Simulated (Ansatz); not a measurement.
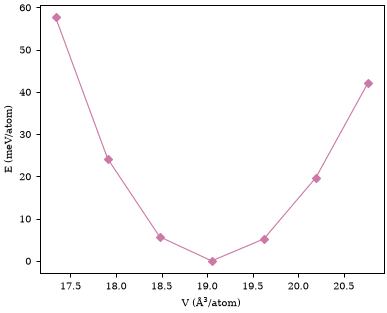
Fig. 1. TiGe in space group P6/mmm (No. 191; Ti on 3f, Ge on 1a, Ge on 2d) under volume change, PBE in the plane-wave PAW code Ansatz, shape and atoms relaxed at each volume.

Task: What does a third-order Birch–Murnaghan fit give for V₀, B₀ and B′?

Result: V₀ = 19.05 Å³/atom, B₀ = 102 GPa, B′ = 4.2.

The cell is a constructed one: a structure type filled with these elements; neither database checked (COD, Materials Project) lists it. Its standing as an ambient phase is unchecked. Symmetry was held in the PBE relaxation; its stability against distortions is not shown here. No spin polarisation was allowed.

Potentials: the later of the program's two PAW sets.
